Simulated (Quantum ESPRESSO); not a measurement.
# λ and ρ(T) of Ta (Im-3m) from pw.x, ph.x and EPW

Aim: the electron–phonon coupling and the phonon-limited resistivity of Ta (Im-3m), by Wannier interpolation to fine meshes.

Main program and level: Quantum ESPRESSO 7.5; DFT PBEsol, scalar-relativistic, plane waves, PseudoDojo 0.4.1 norm-conserving pseudopotentials.

**What experiment says.**

For Ta (bulk crystal), “CRC Handbook of Chemistry and Physics, 84th edition, Electrical Resistivity of Pure Metals” (2003, CRC Press, section 12, read from Wikipedia's data page) quotes earlier work: resistivity at 300 K 13.5 μΩ cm; resistivity at 500 K 22.9 μΩ cm.

For Ta (bulk crystal), “Specific Heats and Enthalpies of Technical Solids at Low Temperatures” (1960, NBS Monograph 21, table 3) quotes earlier work: Sommerfeld coefficient γ (electronic heat capacity coefficient, an early compilation) 5.7 mJ/(mol K²).

“Surface-resistance measurements using superconducting stripline resonators” (2013, arxiv:1309.5331) reports for Ta, by microwave stripline resonator (foil much thicker than the skin depth): superconducting transition temperature (superconducting transition seen in surface resistance) 4.5 K.

Report form: the programs' logs are mostly left out.

## Step 1: Starting point

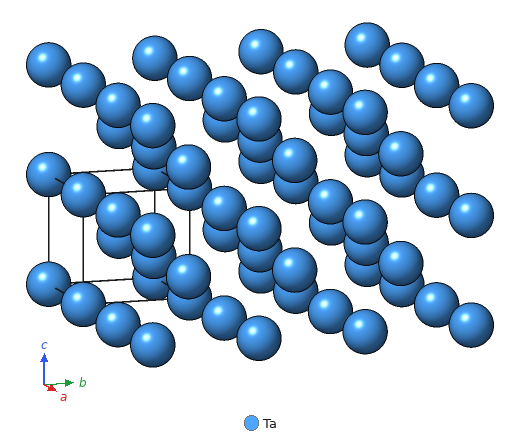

Start, viewed slightly off an axis; tantalum blue. 3×3×2 cells are drawn. This picture shows the conventional cell, with its axes. Some periodic images of atoms are drawn too.

## Step 2: Relaxation

The cell is relaxed under the functional used for all that follows.

relax.in reads:

```
 &control
    calculation='vc-relax',
    prefix='x',
    outdir='./tmp',
    pseudo_dir='./pseudo',
    tprnfor=.true.,
    tstress=.true.,
    etot_conv_thr=1.0d-05,
    forc_conv_thr=4.0d-04,
 /
 &system
    ibrav=0,
    nat=1,
    ntyp=1,
    ecutwfc=58.0,
    occupations='smearing',
    smearing='mv',
    degauss=0.02,
 /
 &electrons
    conv_thr=1.0d-11,
 /
 &ions
 /
 &cell
    press_conv_thr=0.4,
 /
ATOMIC_SPECIES
 Ta    180.9479  Ta.upf
CELL_PARAMETERS angstrom
    -1.651280000    1.651280000    1.651280000
     1.651280000   -1.651280000    1.651280000
     1.651280000    1.651280000   -1.651280000
ATOMIC_POSITIONS crystal
 Ta     0.000000000   0.000000000   0.000000000
K_POINTS automatic
 12 12 12 0 0 0
```

On the command line:

```console
$ OMP_NUM_THREADS=1 mpirun -n 8 pw.x -nk 8 -in relax.in > relax.out
```

Elapsed: 9.9 s, on 8 MPI ranks of Arm Neoverse N1, shared host; 78 s of CPU time.

Numbers from this step:

```yaml
free_energy: -1770.9546 eV
pressure: -0.001 GPa
volume_per_atom: 17.61 Å³/atom
```

The volume ends at 17.61 Å³ an atom, -2.2 % from the start.

## Step 3: Ground state

Linear response needs a tightly converged ground state.

scf.in reads:

```
 &control
    calculation='scf',
    prefix='x',
    outdir='./tmp',
    pseudo_dir='./pseudo',
    tprnfor=.true.,
    tstress=.true.,
 /
 &system
    ibrav=0,
    nat=1,
    ntyp=1,
    ecutwfc=58.0,
    occupations='smearing',
    smearing='mv',
    degauss=0.02,
 /
 &electrons
    conv_thr=1.0d-12,
 /
ATOMIC_SPECIES
 Ta    180.9479  Ta.upf
CELL_PARAMETERS angstrom
    -1.638896200    1.638896200    1.638896200
     1.638896200   -1.638896200    1.638896200
     1.638896200    1.638896200   -1.638896200
ATOMIC_POSITIONS crystal
 Ta     0.000000000   0.000000000   0.000000000
K_POINTS automatic
 12 12 12 0 0 0
```

On the command line:

```console
$ OMP_NUM_THREADS=1 mpirun -n 8 pw.x -nk 8 -in scf.in > scf.out
```

Run time: 2.8 s. Hardware: 8 MPI ranks; 21 s of CPU time.

This step gave:

```
Fermi energy : 18.76 eV
```

The Fermi level lies at 18.76 eV and the pressure is -0.001 GPa.

## Step 4: Phonons on the coarse mesh

ph.x gives the dynamical matrices and the changes of the potential on a coarse q mesh, which EPW interpolates.

ph.in reads:

```
phonons
 &inputph
    prefix='x',
    outdir='./tmp',
    tr2_ph=1.0d-14,
    fildyn='x.dyn',
    fildvscf='dvscf',
    ldisp=.true.,
    nq1=4,
    nq2=4,
    nq3=4,
    alpha_mix(1)=0.5,
    amass(1)=180.9479,
 /
```

On the command line:

```console
$ OMP_NUM_THREADS=1 mpirun -n 8 ph.x -nk 8 -in ph.in > ph.out
```

It took 8.9 min on 8 MPI ranks.

This step gave:

```
lowest frequency off the zone centre                                            : 61.44 cm⁻¹
largest magnitude of the acoustic modes at the zone centre, before the sum rule : 3.074 cm⁻¹
```

Frequencies at the irreducible wavevectors:

```tsv
q1	q2	q3	star	mode 1 (cm⁻¹)	mode 2 (cm⁻¹)	mode 3 (cm⁻¹)
0	0	0	1	3.1	3.1	3.1
0	0	0.25	12	61.4	73.9	112.1
0	0	-0.5	6	92.4	141.7	143.3
0	0.25	0.25	24	91	99.9	147.3
0.25	0.25	0.25	2	125.8	125.8	125.8
0.25	0.25	-0.25	6	100.7	100.7	143.9
0.25	-0.5	-0.5	12	108.9	138.6	156
-0.5	-0.5	-0.5	1	167.5	167.5	167.5
```

The lowest mode off the zone centre lies at 61.4 cm⁻¹ and the highest of all solved modes at 167 cm⁻¹, so the solved wavevectors are stable. The acoustic modes at the centre lie within 3.1 cm⁻¹ of zero before the sum rule is imposed.

## Step 5: Bands for the check

Bands on a path serve later as the test of the Wannier interpolation; inside the frozen window, points that lie on the coarse mesh match by construction, and those between them test it.

bands.in reads:

```
 &control
    calculation='bands',
    prefix='x',
    outdir='./tmp',
    pseudo_dir='./pseudo',
    verbosity='high',
 /
 &system
    ibrav=0,
    nat=1,
    ntyp=1,
    ecutwfc=58.0,
    occupations='smearing',
    smearing='mv',
    degauss=0.02,
    nbnd=29,
 /
 &electrons
    conv_thr=1.0d-10,
 /
ATOMIC_SPECIES
 Ta    180.9479  Ta.upf
CELL_PARAMETERS angstrom
    -1.638896200    1.638896200    1.638896200
     1.638896200   -1.638896200    1.638896200
     1.638896200    1.638896200   -1.638896200
ATOMIC_POSITIONS crystal
 Ta     0.000000000   0.000000000   0.000000000
K_POINTS crystal
70
 0.00000000 0.00000000 0.00000000 0.01428571
 0.02941176 -0.02941176 0.02941176 0.01428571
 0.05882353 -0.05882353 0.05882353 0.01428571
 0.08823529 -0.08823529 0.08823529 0.01428571
[the list of k-points goes on]
```

On the command line:

```console
$ OMP_NUM_THREADS=1 mpirun -n 8 pw.x -nk 8 -in bands.in > bands.out
```

It took 4.7 s on 8 MPI ranks; 36 s of CPU time.

## Step 6: States on the coarse mesh

Wannier functions need the states on a full uniform k mesh, and the couplings need it to be a multiple of the q mesh.

nscf.in reads:

```
 &control
    calculation='nscf',
    prefix='x',
    outdir='./tmp',
    pseudo_dir='./pseudo',
    verbosity='high',
 /
 &system
    ibrav=0,
    nat=1,
    ntyp=1,
    ecutwfc=58.0,
    occupations='smearing',
    smearing='mv',
    degauss=0.02,
    nbnd=29,
 /
 &electrons
    conv_thr=1.0d-11,
 /
ATOMIC_SPECIES
 Ta    180.9479  Ta.upf
CELL_PARAMETERS angstrom
    -1.638896200    1.638896200    1.638896200
     1.638896200   -1.638896200    1.638896200
     1.638896200    1.638896200   -1.638896200
ATOMIC_POSITIONS crystal
 Ta     0.000000000   0.000000000   0.000000000
K_POINTS crystal
512
 0.00000000 0.00000000 0.00000000 0.00195312
 0.00000000 0.00000000 0.12500000 0.00195312
 0.00000000 0.00000000 0.25000000 0.00195312
 0.00000000 0.00000000 0.37500000 0.00195312
[the list of k-points goes on]
```

On the command line:

```console
$ OMP_NUM_THREADS=1 mpirun -n 8 pw.x -nk 8 -in nscf.in > nscf.out
```

Wall time 32 s (8 MPI ranks); 4.3 min of CPU time.

Numbers from this step:

| Item | Value |
| --- | --- |
| Fermi energy | 18.74 eV |

## Step 7: Wannier functions and couplings

Projections Ta s, p, d start 9 Wannier functions; states up to 2.5 eV over the Fermi level are frozen, and the projected functions are kept without the localisation step. Hamiltonian, force constants and couplings go to real space.

epw1.in reads:

```
--
 &inputepw
    prefix='x',
    outdir='./tmp',
    dvscf_dir='./save',
    elph=.true.,
    etf_mem=1,
    nbndsub=9,
    bands_skipped='exclude_bands = 1-4',
    use_ws=.true.,
    vme='wannier',
    asr_typ='crystal',
    nk1=8,
    nk2=8,
    nk3=8,
    nq1=4,
    nq2=4,
    nq3=4,
    amass(1)=180.9479,
    epwwrite=.true.,
    epwread=.false.,
    wannierize=.true.,
    num_iter=0,
    dis_win_max=58.76,
    dis_froz_max=21.261,
    proj(1)='Ta:s;p;d',
    wdata(1)='dis_num_iter = 600',
    wdata(2)='guiding_centres = .true.',
    wdata(3)='num_print_cycles = 50',
    wdata(4)='dis_mix_ratio = 0.7',
    band_plot=.true.,
    filkf='path.dat',
    filqf='path.dat',
    fsthick=100.0,
    efermi_read=.true.,
    fermi_energy=18.7605,
 /
```

On the command line:

```console
$ OMP_NUM_THREADS=1 mpirun -n 8 epw.x -nk 8 -in epw1.in > epw1.out
```

Run time: 6.8 min. Hardware: 8 MPI ranks; 54 min of CPU time.

Numbers from this step:

* r.m.s. error of the interpolated bands from 2 eV under to 1 eV over the Fermi level: 9.3 meV
* largest error in that range: 52 meV
* lowest interpolated frequency on the path: 0 cm⁻¹

The electronic bands at the labelled points (eV, zero at the Fermi level; # counts the bands kept):

```tsv
point	#1	#2	#3	#4	#5	#6
Γ	-8.00	0.73	0.73	0.73	4.08	4.08
H	-3.94	-3.94	7.04	7.04	7.04	8.80
N	-4.48	-1.61	1.72	3.97	5.04	8.05
Γ	-8.00	0.73	0.73	0.73	4.08	4.08
P	-1.23	-1.23	-1.23	5.22	5.22	7.24
H	-3.94	-3.94	7.04	7.04	7.04	8.80
```

The same for Wannier interpolation:

```tsv
point	#1	#2	#3	#4	#5	#6
Γ	-8.00	0.73	0.73	0.73	4.49	4.49
H	-3.94	-3.94	7.04	7.04	7.04	10.25
N	-4.48	-1.61	1.72	4.07	5.16	8.05
Γ	-8.00	0.73	0.73	0.73	4.49	4.49
P	-1.23	-1.23	-1.23	5.22	5.22	7.24
H	-3.94	-3.94	7.04	7.04	7.04	10.25
```

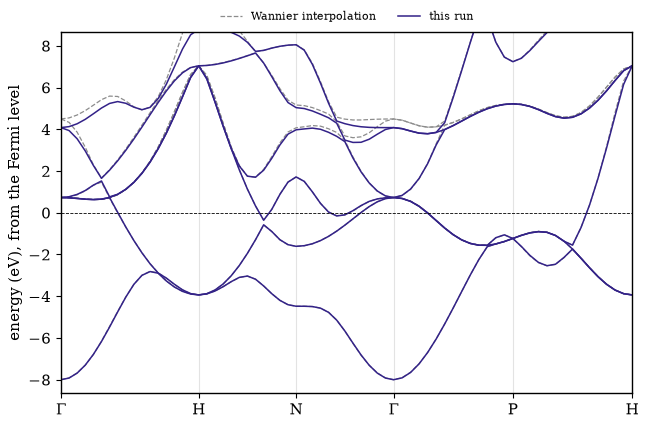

Electronic bands along the path; dashed: Wannier interpolation.

The phonon branches at the labelled points (cm⁻¹):

```tsv
point	branch 1	branch 2	branch 3
Γ	0	0	0
H	167	167	167
N	92	142	143
Γ	0	0	0
P	126	126	126
H	167	167	167
```

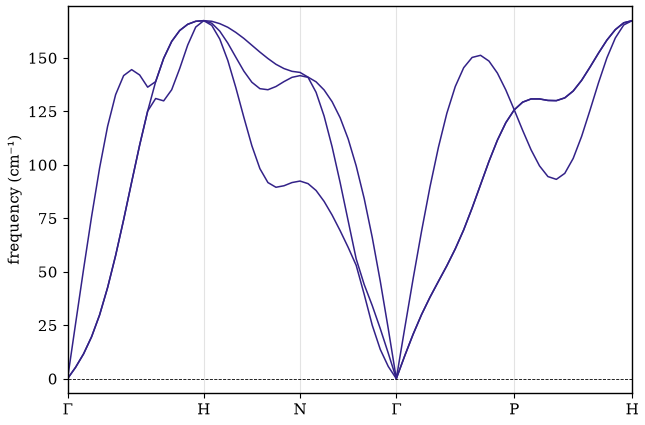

Phonon branches along the path.

Near the Fermi level the interpolated bands miss those of pw.x by 9 meV r.m.s. and 52 meV at most, each level matched to the nearest interpolated one; the r.m.s. value is under the 60 meV set for going on.

## Step 8: Coupling and Tc: fine k 20×20×20, q 10×10×10, width 0.15 eV, window 0.61 eV

The couplings are interpolated to a fine mesh near the Fermi level; their sum gives α²F and λ, and the linearised gap equation gives Tc.

a2f-1.in reads:

```
--
 &inputepw
    prefix='x',
    outdir='./tmp',
    dvscf_dir='./save',
    elph=.true.,
    etf_mem=1,
    nbndsub=9,
    bands_skipped='exclude_bands = 1-4',
    use_ws=.true.,
    vme='wannier',
    asr_typ='crystal',
    nk1=8,
    nk2=8,
    nk3=8,
    nq1=4,
    nq2=4,
    nq3=4,
    amass(1)=180.9479,
    epwwrite=.false.,
    epwread=.true.,
    wannierize=.false.,
    nkf1=20,
    nkf2=20,
    nkf3=20,
    nqf1=10,
    nqf2=10,
    nqf3=10,
    mp_mesh_k=.true.,
    ephwrite=.true.,
    eliashberg=.true.,
    liso=.true.,
    limag=.true.,
    tc_linear=.true.,
    tc_linear_solver='lapack',
    fsthick=0.61,
    degaussw=0.15,
    degaussq=0.5,
    nqstep=500,
    muc=0.13,
    wscut=0.3,
    nsiter=500,
    nstemp=7,
    temps=0.5 1.0 2.0 4.0 8.0 16.0 32.0,
 /
```

On the command line:

```console
$ OMP_NUM_THREADS=1 mpirun -n 8 epw.x -nk 8 -in a2f-1.in > a2f-1.out
```

Run time: 4.5 min. Hardware: 8 MPI ranks; 36 min of CPU time.

This step gave:

```yaml
coupling_constant_lambda: 1.120
log_mean_phonon_energy_omega_log: 11.58 meV
density_of_states_at_the_fermi_level: 0.6292 states/eV a spin and cell
fermi_level_on_the_fine_mesh: 18.74 eV
```

A2F against phonon energy; read off at these points:

```tsv
phonon energy (meV)	a2F
1.0	1.4e-4
2.0	0.0154
3.0	0.0283
4.0	0.0563
5.0	0.0348
6.0	0.135
6.8	0.195
7.0	0.175
8.0	0.131
8.6	0.431
9.0	0.402
10.0	0.295
11.0	0.814
12.0	0.509
13.0	0.434
13.4	0.508
14.0	0.398
15.0	0.408
16.0	0.450
17.0	1.35
17.4	1.57
18.0	1.13
19.0	0.201
20.0	0.0740
21.0	0.00944
22.0	0
```

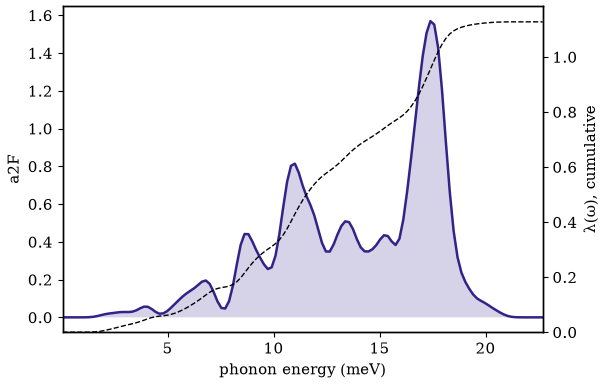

A2F against phonon energy. The dashed line is the running λ.

λ = 1.12 and ħω_log = 11.6 meV. The eigenvalue passes 1 near 12 K.

## Step 9: Resistivity: fine k 24×24×24, q 12×12×12, adaptive width, window 0.32 eV

The Boltzmann equation is solved by iteration on a fine mesh; only states within the window around the Fermi level enter.

bte-1.in reads:

```
--
 &inputepw
    prefix='x',
    outdir='./tmp',
    dvscf_dir='./save',
    elph=.true.,
    etf_mem=1,
    nbndsub=9,
    bands_skipped='exclude_bands = 1-4',
    use_ws=.true.,
    vme='wannier',
    asr_typ='crystal',
    nk1=8,
    nk2=8,
    nk3=8,
    nq1=4,
    nq2=4,
    nq3=4,
    amass(1)=180.9479,
    epwwrite=.false.,
    epwread=.true.,
    wannierize=.false.,
    nkf1=24,
    nkf2=24,
    nkf3=24,
    nqf1=12,
    nqf2=12,
    nqf3=12,
    mp_mesh_k=.true.,
    scattering=.true.,
    iterative_bte=.true.,
    epmatkqread=.false.,
    assume_metal=.true.,
    int_mob=.false.,
    carrier=.false.,
    ngaussw=-99,
    mob_maxiter=200,
    broyden_beta=0.7,
    fsthick=0.32,
    degaussw=0.0,
    nstemp=6,
    temps=150 200 273 300 400 500,
    restart=.false.,
    selecqread=.false.,
 /
```

On the command line:

```console
$ OMP_NUM_THREADS=1 mpirun -n 8 epw.x -nk 8 -in bte-1.in > bte-1.out
```

Wall time 7.7 min (8 MPI ranks).

This step gave:

| Item | Value |
| --- | --- |
| iterations | 23 |
| resistivity at 300 K | 14.57 μΩ cm |

Resistivity, by row:

```tsv
T (K)	rho_xx (μΩ cm)	rho_yy	rho_zz	relaxation-time approximation, mean of the axes (μΩ cm)
150	6.871	6.871	6.871	7.366
200	9.547	9.547	9.547	10.23
273	13.28	13.28	13.28	14.18
300	14.57	14.57	14.57	15.53
400	19.04	19.04	19.04	20.18
500	23.34	23.34	23.34	24.64
```

ρ(300 K) = 14.6 μΩ cm; the relaxation-time start gave 15.5. One mesh does not show convergence. The largest adaptive width printed is 0.59 eV, against a window of 0.32 eV outside which no state is counted.

## Step 10: Coupling and Tc, input with a fault, fine q mesh 14×14×14, fine mesh 14×14×14

A variant of the settings follows.

bad.in reads:

```
--
 &inputepw
    prefix='x',
    outdir='./tmp',
    dvscf_dir='./save',
    elph=.true.,
    etf_mem=1,
    nbndsub=9,
    bands_skipped='exclude_bands = 1-4',
    use_ws=.true.,
    vme='wannier',
    asr_typ='crystal',
    nk1=8,
    nk2=8,
    nk3=8,
    nq1=4,
    nq2=4,
    nq3=4,
    amass(1)=180.9479,
    epwwrite=.false.,
    epwread=.true.,
    wannierize=.false.,
    nkf1=14,
    nkf2=14,
    nkf3=14,
    nqf1=14,
    nqf2=14,
    nqf3=14,
    mp_mesh_k=.true.,
    ephwrite=.true.,
    eliashberg=.true.,
    liso=.true.,
    limag=.true.,
    tc_linear=.true.,
    tc_linear_solver='lapack',
    fsthick=0.4,
    degaussw=0.6,
    degaussq=0.5,
    nqstep=500,
    muc=0.13,
    wscut=0.3,
    nsiter=500,
    nstemp=7,
    temps=0.5 1.0 2.0 4.0 8.0 16.0 32.0,
 /
```

On the command line:

```console
$ OMP_NUM_THREADS=1 mpirun -n 8 epw.x -nk 8 -in bad.in > bad.out
```

Run time: 0.63 s. Hardware: 8 MPI ranks.

The program refused the input before any cycle.

The program's message: “Error in routine readin (1): degaussw too close to fsthick”

The fault put into the input: a delta width larger than the window.

## Step 11: Resistivity: fine k 32×32×32, q 16×16×16, adaptive width, window 0.32 eV

At these temperatures only states within a few k_B T of the Fermi level carry current, so the mesh must be dense; it is refined.

bte-2.in reads:

```
--
 &inputepw
    prefix='x',
    outdir='./tmp',
    dvscf_dir='./save',
    elph=.true.,
    etf_mem=1,
    nbndsub=9,
    bands_skipped='exclude_bands = 1-4',
    use_ws=.true.,
    vme='wannier',
    asr_typ='crystal',
    nk1=8,
    nk2=8,
    nk3=8,
    nq1=4,
    nq2=4,
    nq3=4,
    amass(1)=180.9479,
    epwwrite=.false.,
    epwread=.true.,
    wannierize=.false.,
    nkf1=32,
    nkf2=32,
    nkf3=32,
    nqf1=16,
    nqf2=16,
    nqf3=16,
    mp_mesh_k=.true.,
    scattering=.true.,
    iterative_bte=.true.,
    epmatkqread=.false.,
    assume_metal=.true.,
    int_mob=.false.,
    carrier=.false.,
    ngaussw=-99,
    mob_maxiter=200,
    broyden_beta=0.7,
    fsthick=0.32,
    degaussw=0.0,
    nstemp=6,
    temps=150 200 273 300 400 500,
    restart=.false.,
    selecqread=.false.,
 /
```

On the command line:

```console
$ OMP_NUM_THREADS=1 mpirun -n 8 epw.x -nk 8 -in bte-2.in > bte-2.out
```

Run time: 21 min. Hardware: 8 MPI ranks.

Numbers from this step:

| Quantity | Value |
| --- | --- |
| resistivity at 300 K | 13.40 μΩ cm |

Resistivity, by row:

```tsv
T (K)	rho_xx (μΩ cm)	rho_yy	rho_zz	relaxation-time approximation, mean of the axes (μΩ cm)
150	5.992	5.992	5.992	6.257
200	8.386	8.386	8.386	8.77
273	12.04	12.04	12.04	12.63
300	13.4	13.4	13.4	14.07
400	18.37	18.37	18.37	19.36
500	23.21	23.21	23.21	24.52
```

ρ(300 K) = 13.4 μΩ cm, against 14.6 before (-8 %); the relaxation-time start gave 14.1. The largest adaptive width printed is 0.47 eV, against a window of 0.32 eV outside which no state is counted.

## Step 12: Coupling and Tc: fine k 32×32×32, q 16×16×16, width 0.1 eV, window 0.41 eV

The sum is repeated with other meshes, delta width and window to test it.

a2f-2.in reads:

```
--
 &inputepw
    prefix='x',
    outdir='./tmp',
    dvscf_dir='./save',
    elph=.true.,
    etf_mem=1,
    nbndsub=9,
    bands_skipped='exclude_bands = 1-4',
    use_ws=.true.,
    vme='wannier',
    asr_typ='crystal',
    nk1=8,
    nk2=8,
    nk3=8,
    nq1=4,
    nq2=4,
    nq3=4,
    amass(1)=180.9479,
    epwwrite=.false.,
    epwread=.true.,
    wannierize=.false.,
    nkf1=32,
    nkf2=32,
    nkf3=32,
    nqf1=16,
    nqf2=16,
    nqf3=16,
    mp_mesh_k=.true.,
    ephwrite=.true.,
    eliashberg=.true.,
    liso=.true.,
    limag=.true.,
    tc_linear=.true.,
    tc_linear_solver='lapack',
    fsthick=0.41,
    degaussw=0.1,
    degaussq=0.5,
    nqstep=500,
    muc=0.13,
    wscut=0.3,
    nsiter=500,
    nstemp=7,
    temps=0.5 1.0 2.0 4.0 8.0 16.0 32.0,
 /
```

On the command line:

```console
$ OMP_NUM_THREADS=1 mpirun -n 8 epw.x -nk 8 -in a2f-2.in > a2f-2.out
```

The job ended after 28 min (8 MPI ranks; 3.7 h of CPU time).

This step gave:

| Property | Result |
| --- | --- |
| coupling constant λ | 1.099 |
| log mean phonon energy ħω_log | 11.29 meV |
| density of states at the Fermi level | 0.6298 states/eV a spin and cell |
| Fermi level on the fine mesh | 18.75 eV |

The a2F has structure finer than the step of the table below, so its rows give means over 1 meV, whole bins alone (the curve runs from 0.046 to 22.7 meV). Peaks (meV: height): 11.2: 0.825, 17.6: 1.50.

Table of a2F by phonon energy; means over each step:

```tsv
phonon energy (meV)	a2F
1	0.00477
2	0.0103
3	0.0285
4	0.0488
5	0.0692
6	0.115
7	0.150
8	0.225
9	0.252
10	0.387
11	0.734
12	0.531
13	0.381
14	0.411
15	0.420
16	0.513
17	1.18
18	1.05
19	0.203
20	0.0756
21	0.0120
22	4.5e-5
```

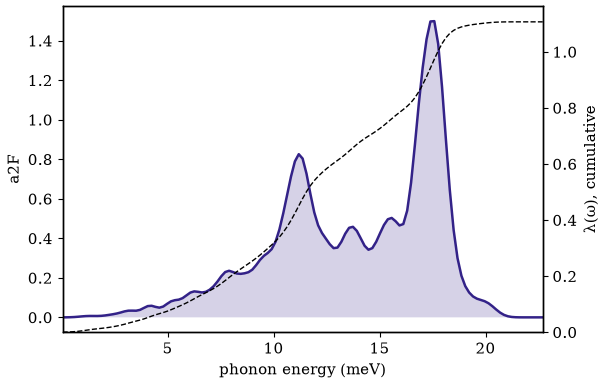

A2F against phonon energy. The dashed line is the running λ.

(Continued in part 2 of 2.)

[The logs of pw.x and epw.x are selected lines.]

[Logs are printed without paths, hosts, clocks, repeated set-up lines and the standing remarks that a program may print on its own settings, such as how far it seeks lower states.]

[Hosts, paths, dates, database ids (printed as entryN), source tags and the programs' standing remarks are cut or masked in the printed files.]
